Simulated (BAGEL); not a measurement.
# SnGeH6 (SMILES [GeH3][SnH3]), step by step

Wanted: the energy (HF/ANO-RCC-VDZP), then a single-point energy (NEVPT2(2,2)/ANO-RCC-VDZP) of SnGeH6. 

The results are computed with BAGEL 1.2.2.

2 further runs of the same task are left out: 2 set aside as unsound or not needed.

## 1. Starting point

The species is SnGeH6 (8 atoms), meant as a singlet with charge 0. As SMILES, `[GeH3][SnH3]`. The Ge1–Sn2 distance was set to 4.152 Å, away from the relaxed value. At this shape a bond of the SMILES string is far longer than usual.

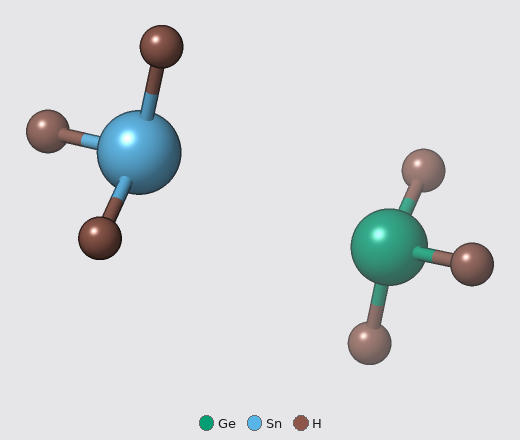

The structure, seen from a chosen angle (germanium teal, tin blue, hydrogen brown).

## 2. The energy at HF/ANO-RCC-VDZP (DKH2, density fitting with AutoAux) (run 1)

Contents of input.json:

```json
{ "bagel": [

{
  "title": "molecule",
  "basis": "ano-rcc-vdzp.json",
  "df_basis": "ano-rcc-vdzp-autoaux.json",
  "dkh": true,
  "geometry": [
    { "atom": "Ge", "xyz": [    -3.13217948,     1.19329969,    -4.27358540 ] },
    { "atom": "Sn", "xyz": [     1.42012918,    -0.54858749,     1.87517523 ] },
    { "atom": "H", "xyz": [    -5.16684760,     3.12365492,    -3.51429344 ] },
    { "atom": "H", "xyz": [    -4.45366496,    -1.19607003,    -5.26701442 ] },
    { "atom": "H", "xyz": [    -1.54178597,     2.32845817,    -6.42409373 ] },
    { "atom": "H", "xyz": [    -0.35451262,    -1.76273653,     4.28060762 ] },
    { "atom": "H", "xyz": [     3.64906115,    -2.72914247,     1.04653033 ] },
    { "atom": "H", "xyz": [     2.92510707,     2.09589524,     2.94816173 ] }
  ]
},

{ "title": "hf" },

{ "title": "print", "file": "orbitals.molden", "orbitals": true }

]}
```

The basis set ANO-RCC-VDZP is read from a file made from the Basis Set Exchange's data (not shown).

Started as:

```
$ BAGEL_NUM_THREADS=1 BAGEL input.json > input.out
```

Output:

```text
* using 1 threads per process

  ===============================================================
  ===============================================================

  *** Geometry ***

  { "atom" : "Ge", "xyz" : [     -3.132179,      1.193300,     -4.273585 ] },
  { "atom" : "Sn", "xyz" : [      1.420129,     -0.548587,      1.875175 ] },
  { "atom" : "H", "xyz" : [     -5.166848,      3.123655,     -3.514293 ] },
  { "atom" : "H", "xyz" : [     -4.453665,     -1.196070,     -5.267014 ] },
  { "atom" : "H", "xyz" : [     -1.541786,      2.328458,     -6.424094 ] },
  { "atom" : "H", "xyz" : [     -0.354513,     -1.762737,      4.280608 ] },
  { "atom" : "H", "xyz" : [      3.649061,     -2.729142,      1.046530 ] },
  { "atom" : "H", "xyz" : [      2.925107,      2.095895,      2.948162 ] },

  Number of auxiliary basis functions:     1148

  Since a DF basis is specified, we compute 2- and 3-index integrals:
    o Being stored without compression. Storage requirement is 0.092 GB

  Number of basis functions:      100
  Number of electrons      :       88

    * METHOD: MOLECULE                             2.12

  *** RHF ***

  === Nuclear Repulsion ===
   311.8153037951

      * DIIS with orbital gradients will be used.

  === RHF iteration (ano-rcc-vdzp.json) ===
      0      -8272.78148989          0.00801468           0.51
      1      -8272.82960792          0.00394559           0.52
      2      -8272.83961004          0.00073971           0.51
      3      -8272.84036647          0.00015130           0.51
      4      -8272.84039431          0.00005419           0.51
      5      -8272.84039961          0.00001448           0.51
      6      -8272.84040001          0.00000397           0.51
      7      -8272.84040003          0.00000198           0.51
      8      -8272.84040003          0.00000025           0.52
      9      -8272.84040003          0.00000014           0.51
     10      -8272.84040003          0.00000003           0.51
     11      -8272.84040003          0.00000001           0.51
     12      -8272.84040003          0.00000000           0.51
    * SCF iteration converged.

    * Permanent dipole moment:
           (   -0.024701,     0.009448,    -0.032979) a.u.

    * METHOD: HF                                   8.47

    * METHOD: PRINT                                0.02

  ===============================================================
```

Run time: 11 s. Hardware: 1 thread of Arm Neoverse V2, shared host; peak memory 0.37 GiB.

## 3. A single-point energy at NEVPT2(2,2)/ANO-RCC-VDZP (DKH2, density fitting with AutoAux) (run 2)

Contents of input.json:

```json
{ "bagel" : [

{
  "title" : "molecule",
  "basis" : "ano-rcc-vdzp.json",
  "df_basis" : "ano-rcc-vdzp-autoaux.json",
  "dkh" : true,
  "geometry" : [
    { "atom" : "Ge", "xyz" : [    -3.13217948,     1.19329969,    -4.27358540 ] },
    { "atom" : "Sn", "xyz" : [     1.42012918,    -0.54858749,     1.87517523 ] },
    { "atom" : "H", "xyz" : [    -5.16684760,     3.12365492,    -3.51429344 ] },
    { "atom" : "H", "xyz" : [    -4.45366496,    -1.19607003,    -5.26701442 ] },
    { "atom" : "H", "xyz" : [    -1.54178597,     2.32845817,    -6.42409373 ] },
    { "atom" : "H", "xyz" : [    -0.35451262,    -1.76273653,     4.28060762 ] },
    { "atom" : "H", "xyz" : [     3.64906115,    -2.72914247,     1.04653033 ] },
    { "atom" : "H", "xyz" : [     2.92510707,     2.09589524,     2.94816173 ] }
  ]
},

{
  "title" : "hf"
},

{
  "title" : "nevpt2",
  "nstate" : 1,
  "nact" : 2,
  "nclosed" : 43,
  "active" : [44, 45],
  "maxiter" : 200,
  "natocc" : true,
  "ncore" : 27
},

{
  "title" : "print",
  "file" : "orbitals.molden",
  "orbitals" : true
}

]}
```

The basis set ANO-RCC-VDZP is read from a file made from the Basis Set Exchange's data (not shown).

Started as:

```
$ BAGEL_NUM_THREADS=1 BAGEL input.json > input.out
```

Output:

```text
* using 1 threads per process

  ===============================================================
  ===============================================================

  *** Geometry ***

  { "atom" : "Ge", "xyz" : [     -3.132179,      1.193300,     -4.273585 ] },
  { "atom" : "Sn", "xyz" : [      1.420129,     -0.548587,      1.875175 ] },
  { "atom" : "H", "xyz" : [     -5.166848,      3.123655,     -3.514293 ] },
  { "atom" : "H", "xyz" : [     -4.453665,     -1.196070,     -5.267014 ] },
  { "atom" : "H", "xyz" : [     -1.541786,      2.328458,     -6.424094 ] },
  { "atom" : "H", "xyz" : [     -0.354513,     -1.762737,      4.280608 ] },
  { "atom" : "H", "xyz" : [      3.649061,     -2.729142,      1.046530 ] },
  { "atom" : "H", "xyz" : [      2.925107,      2.095895,      2.948162 ] },

  Number of auxiliary basis functions:     1148

  Since a DF basis is specified, we compute 2- and 3-index integrals:
    o Being stored without compression. Storage requirement is 0.092 GB

  Number of basis functions:      100
  Number of electrons      :       88

    * METHOD: MOLECULE                             2.12

  *** RHF ***

  === Nuclear Repulsion ===
   311.8153037951

      * DIIS with orbital gradients will be used.

  === RHF iteration (ano-rcc-vdzp.json) ===
      0      -8272.78148989          0.00801468           0.49
      1      -8272.82960792          0.00394559           0.49
      2      -8272.83961004          0.00073971           0.50
      3      -8272.84036647          0.00015130           0.50
      4      -8272.84039431          0.00005419           0.50
      5      -8272.84039961          0.00001448           0.50
      6      -8272.84040001          0.00000397           0.49
      7      -8272.84040003          0.00000198           0.50
      8      -8272.84040003          0.00000025           0.50
      9      -8272.84040003          0.00000014           0.50
     10      -8272.84040003          0.00000003           0.50
     11      -8272.84040003          0.00000001           0.50
     12      -8272.84040003          0.00000000           0.50
    * SCF iteration converged.

    * Permanent dipole moment:
           (   -0.024701,     0.009448,    -0.032979) a.u.

    * METHOD: HF                                   8.22

    * freezing 27 orbitals
  ---------------------------
      CASSCF calculation
  ---------------------------

    ==== Active orbitals : =====
         Orbital 44
         Orbital 45
    ============================

    * nstate   :      1
    * nclosed  :     43
    * nact     :      2
    * nvirt    :     55
  === CASSCF iteration (ano-rcc-vdzp.json) ===

    * Using the second-order algorithm

      0  0     -8272.87502188     1.95e-03      0.14

      1  0     -8272.88419848     2.04e-04      2.07

      2  0     -8272.88425103     2.21e-05      2.06

      3  0     -8272.88425149     2.30e-06      2.05

      4  0     -8272.88425149     2.51e-07      2.04

      5  0     -8272.88425149     3.07e-08      1.94

      6  0     -8272.88425150     4.31e-09      1.86

    * Second-order optimization converged. *

     guess   0:   closed 1.                   open ..

  === FCI iteration ===

      0  0     -8272.83769643     4.94e-02      0.00
      1  0     -8272.88423001     1.09e-03      0.00
      2  0 *   -8272.88425150     1.00e-16      0.00

     * ci vector, state   0, <S^2> = 0.0000
       2.     0.9046547010
       .2    -0.4261453648

  === DF-NEVPT2 calculation ===

    * 3-index integral transformation done
    * assembly done

      NEVPT2 correlation energy:   -0.7951819007      0.24

          (+0)     -0.6360826886
          (+0)'    -0.0981606865
          (+1)     -0.0134651913
          (+1)'    -0.0051368344
          (+2)     -0.0003480488
          (-1)     -0.0381971326
          (-1)'    -0.0030380746
          (-2)     -0.0007532438

      NEVPT2 total energy:       -8273.6794333981

    * METHOD: NEVPT2                              15.21

    * METHOD: PRINT                                0.02

  ===============================================================
```

It took 26 s on 1 thread of Arm Neoverse V2, shared host; peak memory 0.4 GiB.

## 4. Summary of results

| quantity | value |
| --- | --- |
| run 1, HF/ANO-RCC-VDZP: total energy | -8272.84040 Eh |
| run 1, HF/ANO-RCC-VDZP: dipole moment | 0.11 D |
| run 1, HF/ANO-RCC-VDZP: HOMO energy | -7.32 eV |
| run 1, HF/ANO-RCC-VDZP: LUMO energy | -0.93 eV |
| run 1, HF/ANO-RCC-VDZP: HOMO–LUMO gap | 6.39 eV |
| run 2, NEVPT2(2,2)/ANO-RCC-VDZP: total energy | -8273.67943 Eh |

In words: One bond (run 1, HF/ANO-RCC-VDZP) is far stretched, which a spin-restricted single reference describes badly; a broken-symmetry solution may lie lower.
